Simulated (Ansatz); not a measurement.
# C5H9BSi (SMILES BC1=CC=CC[SiH2]1): what the fields show

```xyz
16

C    -1.4918    0.1209    1.1105
C    -1.6501   -1.2067    1.4068
C    -1.8327   -2.3025    0.4668
C    -1.6378   -2.2312   -0.8687
C    -1.1422   -1.0324   -1.6128
B    -1.3915    1.1207    2.2700
Si   -1.5114    0.5897   -0.7015
H    -1.3586    0.7077    3.4111
H    -1.3495    2.3174    2.0812
H    -1.6736   -1.4937    2.4676
H    -2.1327   -3.2646    0.8920
H    -1.8114   -3.1436   -1.4518
H    -1.5171   -1.0318   -2.6481
H    -0.0413   -1.1183   -1.7038
H    -2.8468    1.1389   -1.1037
H    -0.4758    1.6130   -1.0373
```

Geometry: PBE0-D3(BJ)/def2-SVP.

The calculation used isolated molecule in a Gaussian basis; Kohn-Sham density functional theory, functional PBE0 (Ansatz).

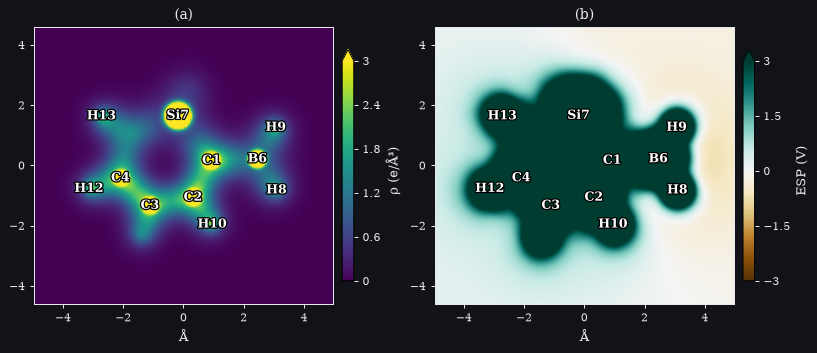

Figure 1. (a) electron density; (b) molecular electrostatic potential on the plane of atoms C2, C1 and B6.

What do the fields say about this system?

- Atoms in the plane: C, B, Si and H.
- C–C (1.35 Å): ρ is about 2.2 e/Å³ halfway.
- C–B (1.53 Å): ρ is about 1.5 e/Å³ halfway.
- C–Si (1.87 Å): ρ at the midpoint is about 0.96 e/Å³.
- C–H (1.10 Å): ρ at the midpoint is about 2 e/Å³.
- C–C (1.46 Å): ρ at the midpoint is about 1.9 e/Å³.
- Outside the dense part of the molecule the potential is most negative (−0.7 V) near H8.

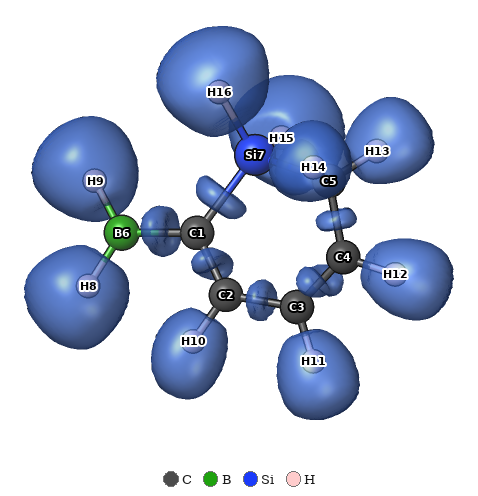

Figure 2. Isosurface of the ELF at 0.85 (blue), seen at a tilt. Only the valence region is drawn (cores and ρ < 0.01 e/Å³ removed).

Where are the electrons localised?

The ELF exceeds this value in one region between bonded B–C atoms (shared pairs), four regions between bonded C–C atoms (shared pairs), two regions between bonded C–Si atoms (shared pairs) and nine regions around hydrogen nuclei. Along the contacts the grid gives the following. C–C (1.35 Å): the ELF peaks at about 0.95 between the atoms (a covalent bond). C–B (1.53 Å): the ELF peaks at about 0.95 between the atoms: localised, covalent bonding.

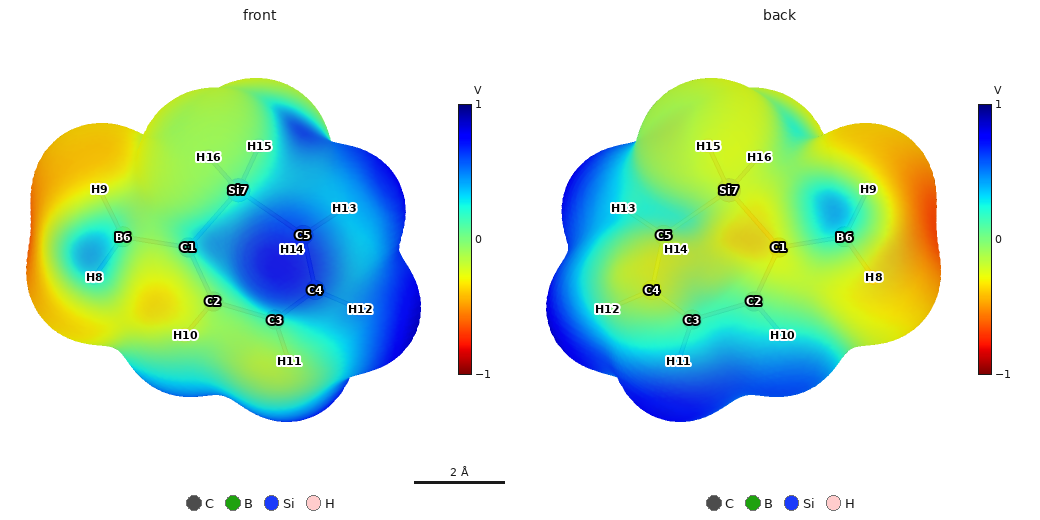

Figure 3. The electrostatic potential painted on the density surface at 0.001 e/bohr³, seen from the front and from behind; red is negative and blue positive.

Which sites attract a positive test charge, and which a negative one?

A positive charge is drawn to the negative regions and a negative charge to the positive ones. The most negative region (about −0.7 V) lies over H8, the most positive (about +0.8 V) over H12.

What dipole moment does the calculation give?

Its dipole moment is 2.78 D.
